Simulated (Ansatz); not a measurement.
## Electronic structure of F2H3OSi2 (SMILES F[SiH]O[SiH2]F) (doublet) in real space

Input

```
crystal:
  periodic: [false, false, false]
  atoms:
    - symbol: F
      position_ang: [-2.290307, 1.307735, 0.017446]
    - symbol: F
      position_ang: [2.485852, 0.392174, 1.745289]
    - symbol: O
      position_ang: [0.046649, 0.161037, 0.663309]
    - symbol: Si
      position_ang: [-0.744469, 1.082710, -0.486633]
    - symbol: Si
      position_ang: [0.900920, 0.217960, 2.093011]
    - symbol: H
      position_ang: [-0.799264, 0.249114, -1.749422]
    - symbol: H
      position_ang: [0.483138, 1.402463, 2.906514]
    - symbol: H
      position_ang: [0.716398, -1.089407, 2.788538]
basis:
  gaussian:
    orbitals: def2-TZVPD
magnetization:
  spin_polarized: true
  initial_magnetization: 1
hamiltonian:
  xc: {name: PBE0}
output: {forces: true, orbitals: {seedname: orbitals}}
```

Launched as:

```sh
ansatz run input.yaml --threads 2 --pin off --max-ram 4350MiB --events-out events.jsonl --progress --plain --runs-dir runs
```

Geometry: PBE-D3(BJ)/def2-SVP.

Level of theory: isolated molecule in a Gaussian basis; Kohn-Sham density functional theory, functional PBE0 in Ansatz.

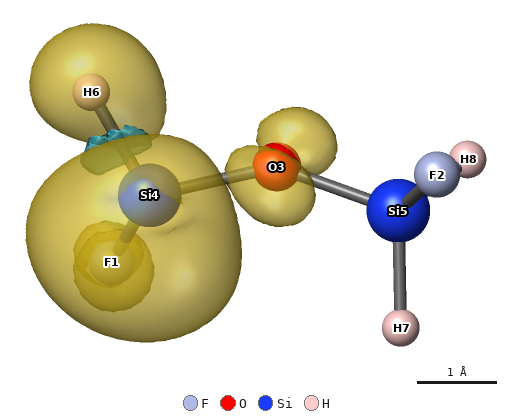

Figure 1. Isosurfaces of the spin density at +0.015 (yellow) and −0.015 e/Å³ (cyan), seen at a tilt.

Describe the spin distribution.

Answer. The unpaired spin (1 electron) lies mostly on Si4 (about 0.7), H6 (about 0.1) and O3 (about 0.1), in electrons by Hirshfeld's partition.

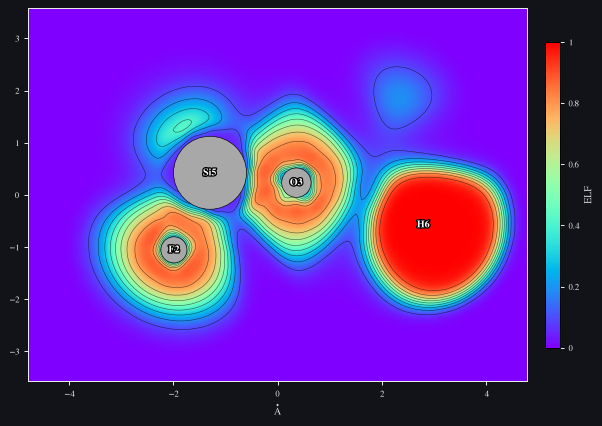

Figure 2. ELF on the plane of atoms F2, Si5 and O3. Grey discs cover the atomic cores.

Describe what can be read from this map.

Answer.
- The section cuts through F, O, Si and H sites.
- Si–F (1.63 Å): the ELF peaks at about 0.85 in the valence shell of F, 0.6 Å from its nucleus, and is about 0.45 at the midpoint.
- Si–O (1.67 Å): the ELF peaks at about 0.85 between the atoms; a polar covalent bond.
- The ELF also peaks beside F2 and O3, away from the bonds: non-bonding electrons, paired or unpaired.

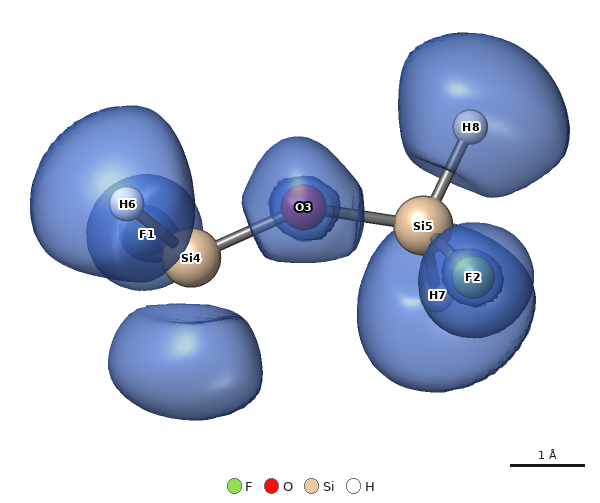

Figure 3. Isosurface of the electron localisation function at 0.75 (blue), seen from one side. Core shells and regions of very low density are left out.

What do the ELF domains correspond to?

Answer. The ELF exceeds this value in three regions around hydrogen nuclei, one region on O in which the atom's valence shell and bonds are merged, one lobe on Si, pointing away from the bonds (non-bonding electrons) and two regions wrapped around F (its lone pairs, merged into a ring or cap).
